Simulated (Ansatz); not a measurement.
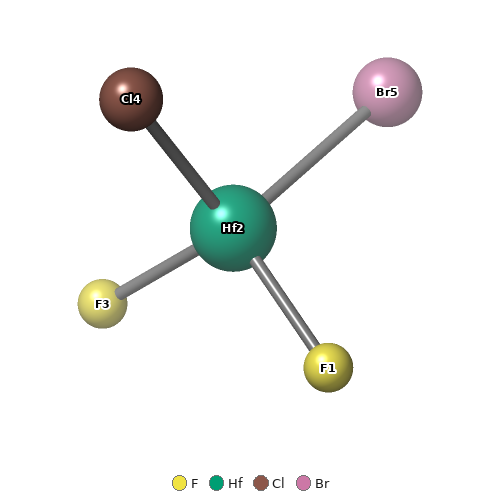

The system is BrClF₂Hf, SMILES [F][Hf]([F])([Cl])[Br]; the picture shows the reference structure. 
- The first coordinate is: bond length Hf2–Br5; the second: angle Br5–Hf2–Cl4.
- Nothing is relaxed (all other coordinates rigid).
- The grid has 9 × 9 points.
- Energies are in kJ/mol, from the lowest grid point.
- Method: RKS CAM-B3LYP-D4/def2-SVP in Ansatz 0.2.0.

Its coordinates:

```yaml
atoms:
  - { symbol: F, position_ang: [0.2882, -0.6379, 1.8231] }
  - { symbol: Hf, position_ang: [0.0678, -0.0974, 0.0232] }
  - { symbol: F, position_ang: [1.4244, -0.9213, -1.0070] }
  - { symbol: Cl, position_ang: [-2.0282, -0.7963, -0.7482] }
  - { symbol: Br, position_ang: [0.2976, 2.3792, -0.1324] }
```

Range: bond length Hf2–Br5 from 2.193 to 3.115 Å; angle Br5–Hf2–Cl4 from 76.0 to 146.0°.

**What landscape does the calculation give?**

The lowest grid point is at bond length Hf2–Br5 = 2.539 Å, angle Br5–Hf2–Cl4 = 111.0°. No other kind of well shows on this grid. The highest grid point, bond length Hf2–Br5 = 2.193 Å, angle Br5–Hf2–Cl4 = 76.0°, lies 215 kJ/mol above the lowest. Round the minimum the two coordinates are nearly uncoupled.

```csv
"angle Br5–Hf2–Cl4 ↓, bond length Hf2–Br5 →",2.193,2.308,2.424,2.539,2.654,2.769,2.885,3.000,3.115
146.0,168,100,69,63,72,91,116,144,174
137.3,132,68,39,35,46,67,93,123,155
128.5,108,45,18,15,27,49,78,109,141
119.8,95,32,6,4,17,39,68,100,133
111.0,90,28,2,0,13,36,65,97,130
102.3,95,33,6,4,17,39,68,100,132
93.5,113,49,21,17,29,51,78,109,141
84.8,148,81,50,43,53,72,98,127,158
76.0,215,142,105,93,97,111,133,158,186
```

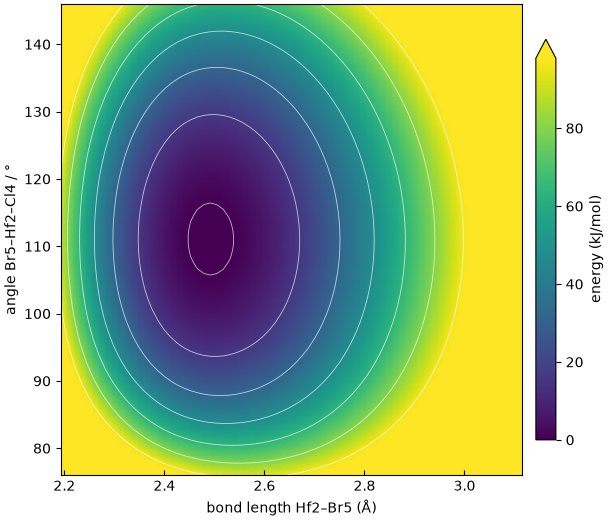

In the figure: a smooth colour map with a few white contour lines, one colour for all values above the top of the scale. Between grid points the surface is interpolated.

Each point was launched as `ansatz run input.yaml --threads 1 --pin off --max-ram 2560MiB --backend cpu --events-out ev --progress --plain --runs-dir out`. The whole map (81 points run) took 13 min on 1 thread of Arm Neoverse V1, on a shared host.
